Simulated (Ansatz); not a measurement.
# Calculations on AlH5O

**1. Relaxation**

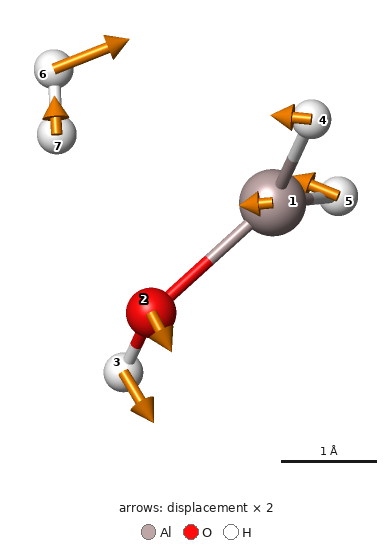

This is a relaxation of AlH₅O. The starting structure is drawn; orange arrows show the displacements, magnified 2 times. The two geometries are superimposed by the best rigid fit.

A ball-and-stick model, seen face on.

The run prepares an end point of a later path (reaction) calculation, from a guessed geometry.

These are results of RKS PBE0/def2-SVP in Ansatz, not measurements. (no spin polarisation; force threshold 0.03 eV/Å; at most 50 steps)

**Atoms of which element are displaced furthest, and by how much?**

Hydrogen: up to 0.43 Å, against 0.24 Å for oxygen.

**What happened in the run?**

The energy falls by 0.115 eV in 8 accepted moves (9 points after the start). Largest force component: 1.4 eV/Å at the start, 0.014 eV/Å at the end. The line search rejected the trial step at point 8 of the run. H6 moves most after the best rigid fit: 0.43 Å. By element the largest moves are H 0.43 Å, O 0.24 Å, Al 0.18 Å. Some distances before and after: Al1–H7 2.409 → 2.336 Å, H6–H7 0.721 → 0.765 Å, Al1–O2 1.751 → 1.712 Å. Bond angles that change, for instance: Al1–O2–H3 122.7° → 125.3°.

Limits of the set-up: the start holds two separate molecules, 2.2 Å apart at their closest, whose relative position is a soft coordinate and is computed without a dispersion correction.

**2. Relaxation**

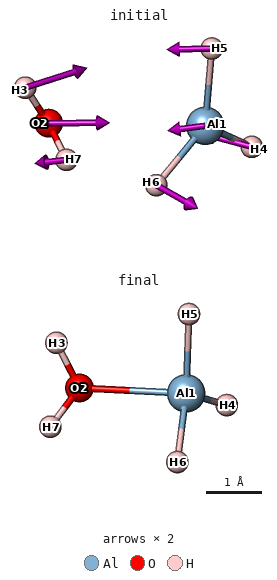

The structure of AlH5O before (top) and after (bottom) a relaxation, at one scale. The purple arrows give the displacements, 2 times their true length.

The picture is a ball-and-stick view, seen at a tilt.

The run prepares an end point of a later path (reaction) calculation, from a guessed geometry.

These are results of Ansatz, RKS PBE0/def2-SVP, not measurements.

The input:
```yaml
crystal:
  periodic: [false, false, false]
  atoms:
    - { symbol: Al, position_ang: [0.068738, 0.434563, -0.493619] }
    - { symbol: O, position_ang: [-0.037653, 0.069699, 2.443699] }
    - { symbol: H, position_ang: [-0.958477, -0.051276, 2.698794] }
    - { symbol: H, position_ang: [1.442218, -0.129328, -1.064059] }
    - { symbol: H, position_ang: [-1.328889, -0.209928, -0.879812] }
    - { symbol: H, position_ang: [0.071298, 1.747706, 0.37433] }
    - { symbol: H, position_ang: [-0.018736, 0.985863, 2.076567] }
basis:
  gaussian: { orbitals: def2-SVP }
hamiltonian:
  xc: pbe0
relax:
  f_tol: 0.03
  max_steps: 50
```

Command:
```bash
ansatz run input.yaml --threads 1 --pin off --max-ram 2048MiB --backend cpu --events-out ev --progress --plain --runs-dir out
```

Question: What changed between the two?

Answer: Over 7 geometry steps the energy falls by 0.747 eV. Largest force component: 0.84 eV/Å at the start, 0.005 eV/Å at the end. The atom that moves furthest after the best rigid fit is H3 (0.63 Å). Largest moves by element: H 0.63 Å, O 0.59 Å, Al 0.35 Å. Near-neighbour distances that change, for instance: Al1–O2 2.962 → 2.038 Å, Al1–H6 1.574 → 1.607 Å, O2–H7 0.987 → 0.966 Å, Al1–H5 1.587 → 1.607 Å. New bonds form, among them: Al1–O2 (2.96 → 2.04 Å). Among the angles between lasting bonds that change: H4–Al1–H5 122.0° → 118.3°, H3–O2–H7 103.5° → 107.1°. Cost: 9.5 s on 1 thread of Arm Neoverse V2, on a shared host, peak memory 0.1 GiB.

**3. Path**

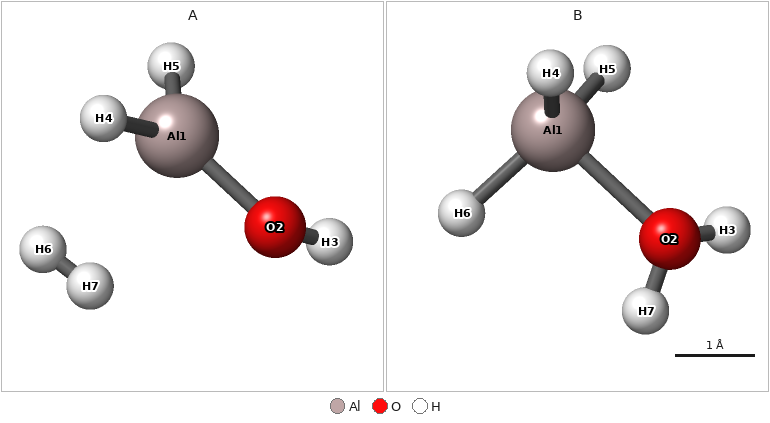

The two relaxed end points of a path for AlH5O, made up at the start of AlH3O and H2. A ball-and-stick model, seen at a tilt.

The calculation used RKS PBE0/def2-SVP (Ansatz).

Settings: 9 movable images; climbing image; force threshold 0.03 eV/Å; iteration limit 60.

Start:
```xyz
7

Al   -0.0492   -0.1183    0.2170
O    -0.0677   -0.5731    1.8673
H    -0.8559   -0.7153    2.3938
H     1.3746   -0.0842   -0.4688
H    -1.4142    0.0930   -0.5695
H     0.1322    2.2589    0.5008
H     0.1186    1.9864    1.2153
```

End:
```xyz
7

Al    0.0315    0.4778   -0.1454
O    -0.0357    0.1469    1.8641
H    -0.8315   -0.3202    2.1511
H     1.3656   -0.2742   -0.5954
H    -1.3804   -0.2193   -0.4657
H     0.0641    2.0811   -0.0432
H     0.0249    0.9551    2.3905
```

What barrier does the band find between them, and by what path?

Answer. Forward barrier 78.3 kJ/mol, backward barrier 62.6 kJ/mol, with image 5 at the top; the reaction energy is +15.7 kJ/mol. Breaking: H6–H7 (0.76 → 1.05 at the top → 2.68 Å). Forming: Al1–H6 (2.40 → 1.79 at the top → 1.61 Å), O2–H7 (2.65 → 1.25 at the top → 0.97 Å). The band converged in 10 iterations. The largest component of the band force went from 3.1 to 0.026 eV/Å. The climbing image converged on the top of the path. Its vibrational analysis gives one imaginary mode (1206i cm⁻¹), as a transition state must have.

Energies of the converged images:

```csv
image,path (Å),E (kJ/mol)
0,0.00,0.0
1,0.28,1.0
2,0.56,6.1
3,0.84,21.2
4,1.12,52.7
5,1.40,78.3
6,1.67,55.4
7,1.94,34.1
8,2.22,23.3
9,2.49,17.5
10,2.76,15.7
```

The geometry at the top of the path:

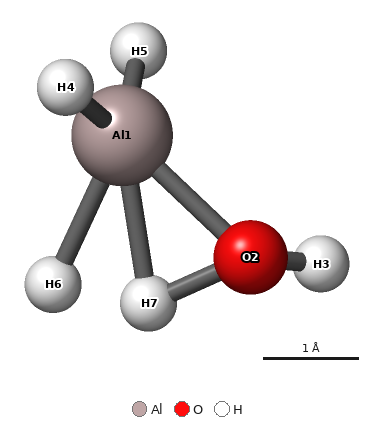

Limits of the set-up: the start holds two separate molecules, 2.3 Å apart at their closest, whose relative position is a soft coordinate and is computed without a dispersion correction.
